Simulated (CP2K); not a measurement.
Consider borylbenzene at its PBE geometry (Å).

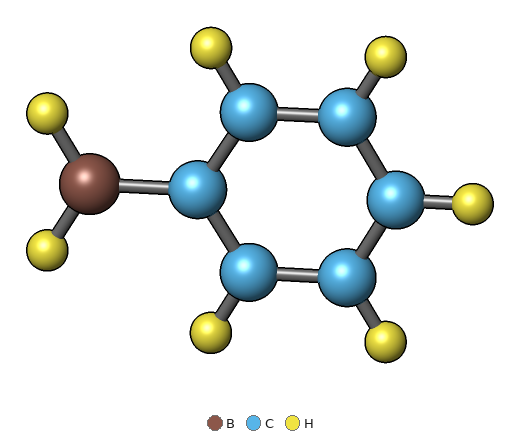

The molecule (boron brown, carbon blue, hydrogen yellow).

```xyz
14

B     2.4185   -0.0118    0.0672
C     0.8844   -0.0049    0.0239
C     0.1728    1.0480   -0.6003
C    -1.2210    1.0580   -0.6409
C    -1.9398    0.0096   -0.0537
C    -1.2662   -1.0465    0.5719
C     0.1277   -1.0496    0.6084
H     3.0430    0.8829   -0.4331
H     3.0061   -0.9119    0.6010
H     0.7340    1.8645   -1.0572
H    -1.7526    1.8771   -1.1258
H    -3.0304    0.0155   -0.0842
H    -1.8316   -1.8597    1.0273
H     0.6552   -1.8710    1.0955
```

Method: CP2K XAS_TDP, all-electron GAPW, PBEh(45%), aug-cc-pVDZ, TDA, GW2X-corrected core level, no relativity.

**Question.** Where do the C K-edge lines lie, and how strong are they?

Leading lines: C2 286.07 eV, C3 286.44 eV, C4 287.20 eV and C5 286.61 eV. The leading line of an atom is its first one with 35 % of the strongest within 2.5 eV of its lowest line over the strength cut. Core ionisation energies at this level: C3 292.13, C4 292.06, C2 291.34 and C5 292.27 eV.

The first six lines of each atom with a strength over 0.0015:

| atom | energy (eV) | states | strength, one atom | above the computed threshold |
| --- | --- | --- | --- | --- |
| C2 (bonded to B and 2 C) | 286.07 | 1 | 0.0222 |  |
|  | 288.26 | 1 | 0.0320 |  |
|  | 291.19 | 1 | 0.0016 |  |
|  | 291.89 | 1 | 0.0015 | yes |
|  | 292.62 | 2 | 0.0016 | yes |
|  | 292.68 | 1 | 0.0106 | yes |
| C3 (bonded to 2 C and H), 2 alike | 286.44 | 1 | 0.0491 |  |
|  | 288.63 | 1 | 0.0045 |  |
|  | 290.33 | 1 | 0.0099 |  |
|  | 291.20 | 1 | 0.0034 |  |
|  | 291.81 | 1 | 0.0019 |  |
|  | 292.41 | 1 | 0.0035 | yes |
| C4 (bonded to 2 C and H), 2 alike | 287.20 | 1 | 0.0474 |  |
|  | 288.07 | 1 | 0.0031 |  |
|  | 290.06 | 1 | 0.0108 |  |
|  | 291.72 | 1 | 0.0052 |  |
|  | 291.77 | 1 | 0.0021 |  |
|  | 292.54 | 1 | 0.0021 | yes |
| C5 (bonded to 2 C and H) | 286.61 | 1 | 0.0491 |  |
|  | 290.22 | 1 | 0.0114 |  |
|  | 290.81 | 1 | 0.0072 |  |
|  | 291.46 | 1 | 0.0029 |  |
|  | 292.00 | 1 | 0.0016 |  |
|  | 292.62 | 1 | 0.0056 | yes |

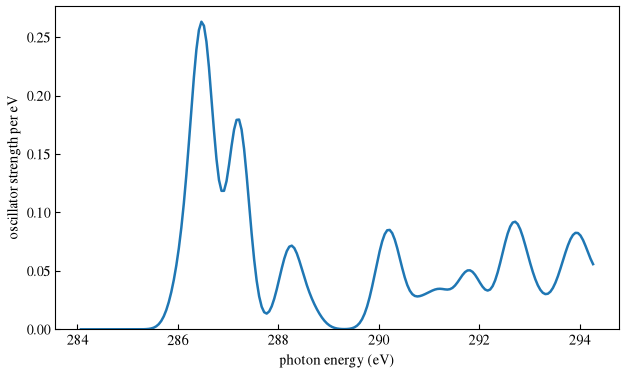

All atoms added, broadened by 0.5 eV.

Lines are vertical, at one geometry, with no vibrational structure. GW2X ionisation energies and lines can be off by 1 to 2 eV either way, and a good line position may hide errors that cancel. These values hold no scalar relativity, about 0.1 eV for C 1s. Rydberg lines, and the discretised continuum above threshold, depend on the basis and the box.

[Banner, clock and machine lines of the logs are left out without a mark of their own.]

[Logs are printed without paths, hosts, clocks, repeated set-up lines and the standing remarks that a program may print on its own settings, such as how far it seeks lower states.]

[Hosts, paths, dates, database ids (printed as entryN), source tags and the programs' standing remarks are cut or masked in the printed files.]
